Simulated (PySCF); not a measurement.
C4H9FSi (SMILES FCC1C[SiH2]C1)

The calculation's input:

```
{"job": {"xc": "WP04", "basis": "pcSseg-1", "solvent": "acetone", "kind": "nmr", "pop": true}, "charge": 0, "multiplicity": 1}
F      2.695723     0.718580     0.012141
C      1.771219    -0.195489     0.464928
C      0.481305    -0.106549    -0.329060
C     -0.571093    -1.138967     0.128053
Si    -1.918931     0.216910     0.215251
C     -0.313838     1.199893    -0.107422
H      2.234995    -1.183464     0.363157
H      1.603162     0.028391     1.524423
H      0.720088    -0.233241    -1.387158
H     -0.312293    -1.571501     1.093296
H     -0.705490    -1.962557    -0.568493
H     -2.885272     0.203328    -0.882077
H     -2.578271     0.402809     1.507099
H      0.057451     1.754235     0.752906
H     -0.283168     1.875611    -0.958298
```

Launched as:

```sh
OMP_NUM_THREADS=1 python ens_run.py task.json out
```

Geometry: GFN2-xTB.

Method: WP04/pcSseg-1, SCF density, in a acetone solvent model, non-relativistic in PySCF.

Q: What can the converged electron density and electron localisation function tell about the bonding?

A: C–C (1.52 Å): ρ at the midpoint is about 1.7 e/Å³; the ELF peaks at about 0.95 between the atoms (localised, covalent bonding).
C–H (1.10 Å): ρ is about 2.1 e/Å³ halfway; the ELF climbs to about 1 towards the hydrogen, as it does in any bond to H; an ordinary covalent bond to hydrogen.
Si–H (1.46 Å): ρ at the midpoint is about 0.83 e/Å³; the ELF climbs to about 1 towards the hydrogen.

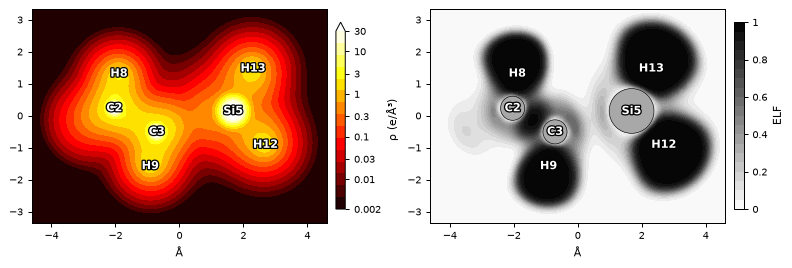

Computed electron density and electron localisation function on the plane of atoms H12, Si5 and H13, in this order. Grey discs cover the atomic cores in the ELF map. 
